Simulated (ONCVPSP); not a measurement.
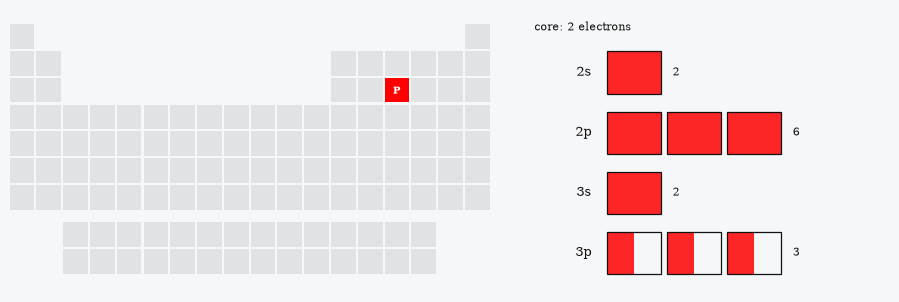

Figure 1. Left, the place of phosphorus in the periodic table; right, the valence shells of the reference configuration: a box for each of the 2l + 1 orbitals, shaded by the share of the shell that is filled, with the electron count at the right.

**Run report: P, pseudopotential generation**

System: phosphorus (P, Z = 15), core [He], reference valence 2s2 2p6 3s2 3p3, valence charge 13.
Method: ONCV potential, PBE, scalar-relativistic, made with ONCVPSP 4.0.1.

**The input**
```
# ATOM AND REFERENCE CONFIGURATION
# atsym  z   nc   nv     iexc    psfile
  P 15.00    1    4        4      upf
#
#   n    l    f
    1    0    2.00
    2    0    2.00
    2    1    6.00
    3    0    2.00
    3    1    3.00
#
# PSEUDOPOTENTIAL AND OPTIMIZATION
# lmax
    1
#
#   l,   rc,      ep,       ncon, nbas, qcut
    0    0.85    0.00    5    8   15.30
    1    0.70    0.00    3    6   23.00
#
# LOCAL POTENTIAL
# lloc, lpopt,  rc(5),   dvloc0
    4    3    0.65    0.00
#
# VANDERBILT-KLEINMAN-BYLANDER PROJECTORs
# l, nproj, debl
    0    2    3.60
    1    2    0.80
#
# MODEL CORE CHARGE
# icmod, fcfact, rcfact
    3    3.50    1.65
#
# LOG DERIVATIVE ANALYSIS
# epsh1, epsh2, depsh
   -8.00    5.00    0.04
#
# OUTPUT GRID
# rlmax, drl
    6.00    0.01
#
# TEST CONFIGURATIONS
# ncnf
    4
# nvcnf
#   n    l    f
    4
    2    0    2.00
    2    1    6.00
    3    0    2.00
    3    1    2.00
#
    4
    2    0    2.00
    2    1    6.00
    3    0    2.00
    3    1    1.00
#
    4
    2    0    2.00
    2    1    6.00
    3    0    2.00
    3    1    0.00
#
    4
    2    0    2.00
    2    1    6.00
    3    0    1.00
    3    1    3.00
#
```

Hardware: 1 CPU thread, shared host.

Run as:
```bash
oncvpsp.x < P.dat > P.out
```

**Output (extracts)**
```
ONCVPSP  (Optimized Norm-Conservinng Vanderbilt PSeudopotential)
scalar-relativistic version 4.0.1

#   n    l    f        energy (Ha)
    1    0    2.00    -7.6591891E+01
    2    0    2.00    -6.3940627E+00
    2    1    6.00    -4.5750485E+00
    3    0    2.00    -5.1336413E-01
    3    1    3.00    -2.0237180E-01

Reference configufation results
  iterations    26
  all-electron total energy (Ha)   -3.41902143D+02

Begin loop to  construct optimized pseudo wave functions
and semi-local pseudopoentials for all angular momenta

Calculating optimized projector #   1

 for l=   0

    Fraction of norm inside rc  0.919265
    Optimizing pswf for qcut=  15.30 a_B^-1,  ecut= 116.99 Ha
    Residual kinetic energy error=  1.03D-05 Ha

    Energy error per electron        Cutoff
         Ha          eV             Ha
         0.01000     0.27211       56.14
         0.00100     0.02721       83.44
         0.00010     0.00272      101.06
         0.00001     0.00027      118.26

Calculating optimized projector #   2

 for l=   0

    Fraction of norm inside rc  0.046450
    Optimizing pswf for qcut=  15.30 a_B^-1,  ecut= 116.99 Ha
    Residual kinetic energy error=  6.43D-06 Ha

    Energy error per electron        Cutoff
         Ha          eV             Ha
         0.01000     0.27211       22.28
         0.00100     0.02721       67.90
         0.00010     0.00272       93.56
         0.00001     0.00027      112.70

Calculating optimized projector #   1

 for l=   1

    Fraction of norm inside rc  0.830540
    Optimizing pswf for qcut=  22.99 a_B^-1,  ecut= 264.38 Ha
    Residual kinetic energy error=  1.58D-07 Ha

    Energy error per electron        Cutoff
         Ha          eV             Ha
         0.01000     0.27211      140.55
         0.00100     0.02721      170.43
         0.00010     0.00272      195.11
         0.00001     0.00027      214.72

Calculating optimized projector #   2

 for l=   1

    Fraction of norm inside rc  0.026532
    Optimizing pswf for qcut=  22.99 a_B^-1,  ecut= 264.38 Ha
    Residual kinetic energy error=  6.26D-09 Ha

    Energy error per electron        Cutoff
         Ha          eV             Ha
         0.01000     0.27211      103.65
         0.00100     0.02721      143.85
         0.00010     0.00272      178.06
         0.00001     0.00027      206.43

Construct Vanderbilt / Kleinmman-Bylander projectors

B matrix Hermiticity error, ll=   0
   1   2    7.9905E-04

  Orthonormal projector coefficients  8.4913E+00 -5.8030E-01

B matrix Hermiticity error, ll=   1
   1   2    4.6575E-04

  Orthonormal projector coefficients -2.9282E+01 -7.4281E+00

Model core correction analysis
  based on d2Exc/dn_idn_j

d2excae - all-electron derivatives

   -9.146058D-02   -8.205153D-02   -5.425251D-03   -2.809983D-03
   -8.205301D-02   -8.999544D-02   -5.666356D-03   -3.845513D-03
   -5.424995D-03   -5.666224D-03   -3.600912D-02   -2.855045D-02
   -2.810026D-03   -3.845631D-03   -2.855124D-02   -2.687748D-02

d2excps - pseudofunction derivatives with no core correction

   -8.958234D-02   -8.697283D-02   -5.485020D-03   -3.269234D-03
   -8.697420D-02   -9.225398D-02   -5.990906D-03   -3.960082D-03
   -5.484422D-03   -5.990796D-03   -3.602448D-02   -2.858214D-02
   -3.269340D-03   -3.960258D-03   -2.858292D-02   -2.688353D-02

rms 2nd derivative error    1.899577E-03

rmatch, rhocmatch    0.1689  180.1212

Teter function model core charge with specified parameters

d2excps - pseudofunction derivatives with core correction

   -8.362567D-02   -8.452890D-02   -4.880879D-03   -3.081914D-03
   -8.452884D-02   -9.046936D-02   -5.722867D-03   -3.808982D-03
   -4.880531D-03   -5.722760D-03   -3.596428D-02   -2.856300D-02
   -3.081929D-03   -3.809144D-03   -2.856378D-02   -2.687258D-02

rms 2nd derivative error    2.159709E-03

Pseudoatom total energy -125.005208

Diagnostic tests using Vanderbilt-Kleinman-Bylander pseudopotentials
  1 or more projectors used as specified by nproj input data

   l    rcore       rmatch      e in        delta e   norm test  slope test

   0   0.8543819   0.8803228  -6.3940627  -0.0000221   1.0002722   1.0002624
   0   0.8543819   0.8803228  -0.5133641   0.0000200   1.0000634   1.0000680

   1   0.7013239   0.7226177  -4.5750485  -0.0000970   1.0002128   1.0002632
   1   0.7013239   0.7226177  -0.2023718   0.0000262   1.0001583   1.0001678

 Testing for bound ghosts
   n   l    E NL Schr. Eq   E Basis Diag.   E Cutoff

   1   0       -6.394085       -6.394058    360.83
   2   0       -0.513344       -0.157654    360.83

   2   1       -4.575145       -4.573738    314.58
   3   1       -0.202346        0.906905    314.58

 Testing for highly-localized positive-energy ghosts
       l    <radius>/rc     E Basis Diag.   E Cutoff

Test configuration 0

   n   l     f        eae           eps        diff
   1   0  2.0000  -76.59189075
   2   0  2.0000   -6.39406272   -6.39408484   -2.21D-05
   2   1  6.0000   -4.57504848   -4.57514543   -9.70D-05
   3   0  2.0000   -0.51336413   -0.51334409    2.00D-05
   3   1  3.0000   -0.20237180   -0.20234556    2.62D-05

    Total energies and differences
      AE_ref= -3.41902143D+02  AE_tst= -3.41902143D+02  dif=  0.00D+00
      PS_ref= -1.25005208D+02  PS_tst= -1.25005208D+02  dif=  1.25D-12
      PSP excitation error= -1.25D-12

Test configuration 1

   n   l     f        eae           eps        diff
   1   0  2.0000  -76.99054902
   2   0  2.0000   -6.78485345   -6.78487919   -2.57D-05
   2   1  6.0000   -4.96658816   -4.96623609    3.52D-04
   3   0  2.0000   -0.85579034   -0.85576562    2.47D-05
   3   1  2.0000   -0.52239719   -0.52233595    6.12D-05

    Total energies and differences
      AE_ref= -3.41902143D+02  AE_tst= -3.41544589D+02  dif=  3.58D-01
      PS_ref= -1.25005208D+02  PS_tst= -1.24647674D+02  dif=  3.58D-01
      PSP excitation error=  2.02D-05

Test configuration 2

   n   l     f        eae           eps        diff
   1   0  2.0000  -77.48150135
   2   0  2.0000   -7.25895834   -7.25906558   -1.07D-04
   2   1  6.0000   -5.44219278   -5.44104866    1.14D-03
   3   0  2.0000   -1.24787342   -1.24784062    3.28D-05
   3   1  1.0000   -0.89209700   -0.89195629    1.41D-04

    Total energies and differences
      AE_ref= -3.41902143D+02  AE_tst= -3.40840950D+02  dif=  1.06D+00
      PS_ref= -1.25005208D+02  PS_tst= -1.23944093D+02  dif=  1.06D+00
      PSP excitation error=  7.81D-05

Test configuration 3

   n   l     f        eae           eps        diff
   1   0  2.0000  -78.05541584
   2   0  2.0000   -7.80532563   -7.80558256   -2.57D-04
   2   1  6.0000   -5.99094681   -5.98859094    2.36D-03
   3   0  2.0000   -1.67625132   -1.67619317    5.82D-05

    Total energies and differences
      AE_ref= -3.41902143D+02  AE_tst= -3.39748055D+02  dif=  2.15D+00
      PS_ref= -1.25005208D+02  PS_tst= -1.22851355D+02  dif=  2.15D+00
      PSP excitation error=  2.35D-04

Test configuration 4

   n   l     f        eae           eps        diff
   1   0  2.0000  -77.04632613
   2   0  2.0000   -6.83943225   -6.84014816   -7.16D-04
   2   1  6.0000   -5.02065518   -5.02157974   -9.25D-04
   3   0  1.0000   -0.88118621   -0.88118461    1.60D-06
   3   1  3.0000   -0.54429044   -0.54427300    1.74D-05

    Total energies and differences
      AE_ref= -3.41902143D+02  AE_tst= -3.41209421D+02  dif=  6.93D-01
      PS_ref= -1.25005208D+02  PS_tst= -1.24312473D+02  dif=  6.93D-01
      PSP excitation error= -1.27D-05
```

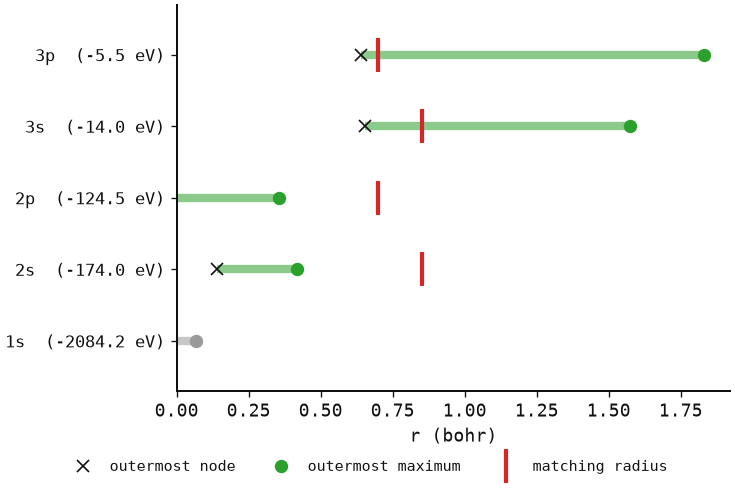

Figure 2. Outer shells of the all-electron reference atom: each bar runs from the outermost node (or the nucleus) to the outermost maximum of u(r); the tick is the radius chosen for the pseudo-wave. Shells without a tick have no pseudo-wave of their own. Levels, nodes and maxima are from ld1.x, scalar-relativistic.

- Radii against the shells: 2s: 0.85 bohr, outside the maximum; 2p: 0.70 bohr, outside the maximum; 3s: 0.85 bohr, between node and maximum; 3p: 0.70 bohr, between node and maximum.

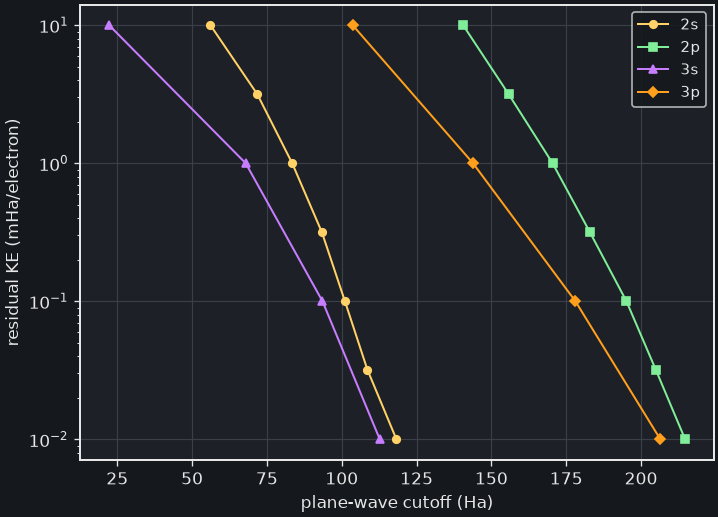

Figure 3. Residual kinetic energy of the pseudo-waves (the first of each channel, and further valence shells) beyond the plane-wave cutoff, as the generator prints it.

- Hardest wave at 1 mHa per electron: 2p, with rc = 0.70 bohr and qcut = 23 1/bohr. The optimisation minimises, but can't always remove, the kinetic energy above qcut²/2 = 264.5 Ha, and a larger rc would as a rule soften the wave at some cost in transferability.
- Cutoffs for 1 mHa per electron: 2p: 170 Ha; 3p: 144 Ha; 2s: 83 Ha; 3s: 68 Ha.
- Cutoffs for the occupied states: 170 Ha for 1 mHa and 195 Ha for 0.1 mHa per electron. The first is set by 2p.

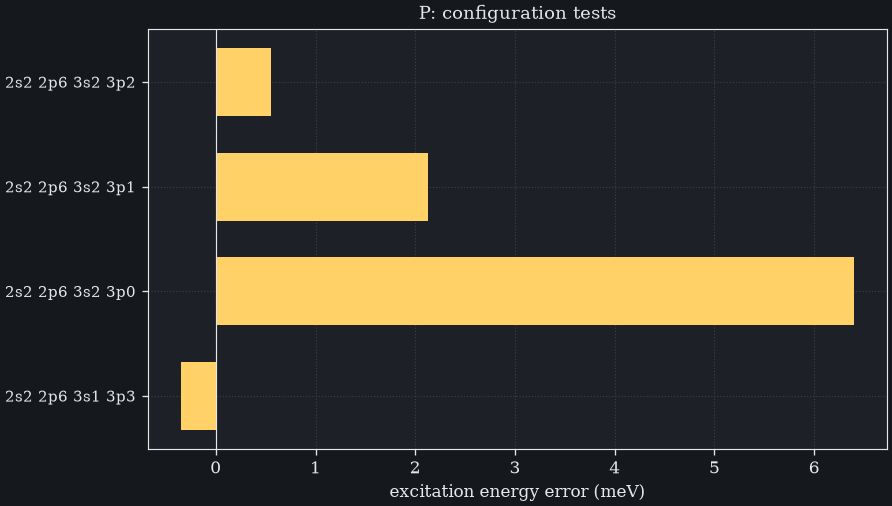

Figure 4. Errors, all-electron minus pseudo, of the energies of valence configurations relative to the unpolarised reference 2s2 2p6 3s2 3p3.

- Worst configuration: 2s2 2p6 3s2 3p0 (charge +3): the error is +6.4 meV on an all-electron energy of +58.62 eV relative to the reference, or 0.011 %.
- Configurations within 10 meV and within 50 meV: 4 and 4 of 4.
- Errors in meV: 2s2 2p6 3s2 3p2: +0.5; 2s2 2p6 3s2 3p1: +2.1; 2s2 2p6 3s2 3p0: +6.4; 2s2 2p6 3s1 3p3: -0.3.

**Results in brief**

- outcome: generated
- cutoffs needed: 170 Ha and 195 Ha (the cutoffs at which the residual kinetic energy of the hardest occupied pseudo-wave falls to 1 and 0.1 mHa per electron)
- ghost test: no bound ghost flagged; no localised positive-energy state flagged
- largest excitation error: +6.4 meV (all-electron minus pseudo) for 2s2 2p6 3s2 3p0, out of 4 test configurations
- rms error of d²Exc/dni dnj: 1.90 mHa without and 2.16 mHa with the model core
- range over which the phases arctan(r R′/R) at the test radius agree within 0.05 rad (a looser test near the poles than one of phase shifts): s: over the whole range computed; p: over the whole range computed; d: not judged, local potential alone; f: not judged, local potential alone
- wall time: 4.3 s
